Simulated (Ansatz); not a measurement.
One crystal and one scan (scan of one atom of the cell) at two levels, PBE (plane waves to 420 eV, PAW, scalar-relativistic; Ansatz, a quantum-chemistry and plane-wave program) and r2SCAN (plane waves to 500 eV, PAW, scalar-relativistic; Ansatz), each from its own relaxed cell and on its own mesh. The cell shown is that of PBE.

CdS (zinc blende)

```xyz
2
Lattice="0.0000 2.9633 2.9633 2.9633 0.0000 2.9633 2.9633 2.9633 0.0000" Properties=species:S:1:pos:R:3 pbc="T T T"
S      4.4450     4.4450     4.4450
Cd     0.0000     0.0000     0.0000
```

In this cell atom 1 (S, nearest neighbour Cd at 2.566 Å; its periodic images, 4.2 Å or more away, move with it) is moved by s towards the nearest neighbour, unit vector (-0.577, -0.577, 0.577); all other atoms and the cell stay fixed.

The energy includes the smearing's −TS. CdS was relaxed with its symmetry unable to fall. Percentages come from the unrounded values. Both scans cover s from -0.510 to 0.510 Å.

```csv
quantity,PBE,r2SCAN,PBE − r2SCAN
Lattice constant a (Å),5.927,5.878,+0.049 (+0.8 %)
Energy at s = 0.510 Å (meV/cell),1261,1400,-139 (-9.9 %)
Force along the line at s = -0.510 Å (eV/Å),0.632,0.678,-0.046 (-6.7 %)
Force constant k = d²E/ds² at s = 0 (finite differences) (eV/Å²),4.28,4.77,-0.49 (-10 %)
Zone-centre optical wavenumber from k (transverse: no LO-TO term) (cm⁻¹),216,228,-12 (-5 %)
```

PBE gives the higher value for: lattice constant a. PBE gives the lower value for: energy at s = 0.510 Å; force along the line at s = -0.510 Å; force constant k = d²E/ds² at s = 0; zone-centre optical wavenumber from k. Both give the same symmetry of the curve: not even: the positive side lies higher at ±0.510 Å.

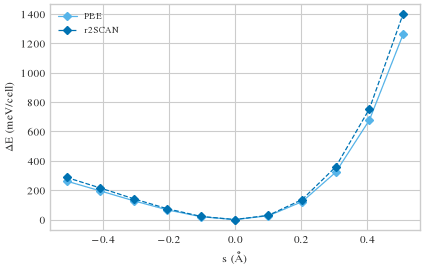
*ΔE, each from the undisplaced structure of its own level.*

(For displaced atoms, the force is minus the slope of the energy, and its curvature is a force constant, which sets phonon frequencies.)
